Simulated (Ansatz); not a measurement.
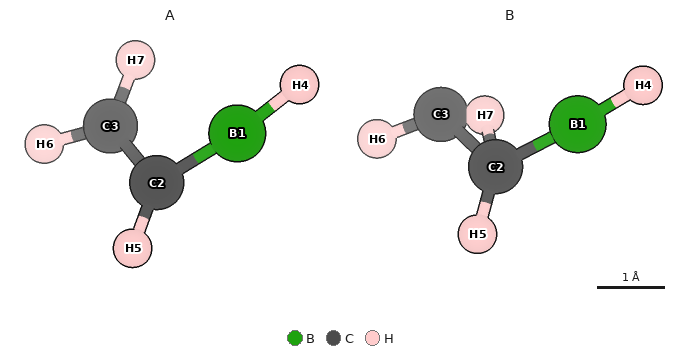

Two geometries of C₂H₄B (charge +1), drawn at one scale. One is the start of a relaxation, the other its converged end. Style: ball-and-stick. Shown at a tilt.

Method: RKS PBE-D4/def2-SVP (Ansatz). Set-up: force threshold 0.03 eV/Å; at most 250 steps.

**Which geometry has the lower energy?**

Structure A is the relaxed one. It is one of the separated reactants of a reaction. The largest move after the best rigid fit is that of H7, 0.90 Å. Largest moves by element: H 0.90 Å, C 0.28 Å, B 0.14 Å. Some distances before and after: C2–H7 1.060 → 2.195 Å, B1–H7 1.771 → 2.363 Å, C3–H7 0.659 → 1.109 Å, B1–H4 1.175 → 1.198 Å. Bonds break: C2–H7 (1.06 → 2.20 Å). Bond angles that change, for instance: C2–C3–H7 49.8° → 123.6°, H6–C3–H7 153.8° → 114.9°, B1–C2–C3 113.8° → 102.8°. After 12 geometry steps the energy has fallen by 14.687 eV. Largest force component: 57 eV/Å at the start, 0.013 eV/Å at the end. The run took 10 s on 2 threads of Arm Neoverse V1 (shared host).
